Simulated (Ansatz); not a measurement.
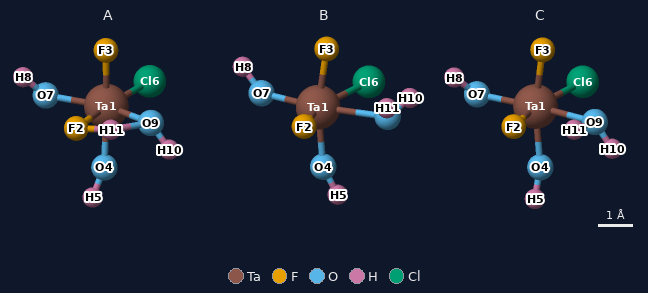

3 geometries from a converged minimum-energy path of TaH4O3ClF2, shuffled. A ball-and-stick model, seen at a tilt.

Level of theory: RKS PBE0-D4/def2-SVP in Ansatz. Run with 7 movable images; climbing image; force threshold 0.03 eV/Å; iteration limit 60; starting path through a guess of the saddle point.

**Which frame is the top of the path?**

A. In order along the path, whose images run from 0 to 8: B (image 0, 0.0 kJ/mol), C (image 5, +30.2 kJ/mol), A (image 7, +93.8 kJ/mol). Forming: F2–H11 (2.52 → 1.04 at the top → 0.99 Å).

Cost: 7.9 min on 4 threads of Arm Neoverse V2, with other jobs on the host, peak memory 0.43 GiB.
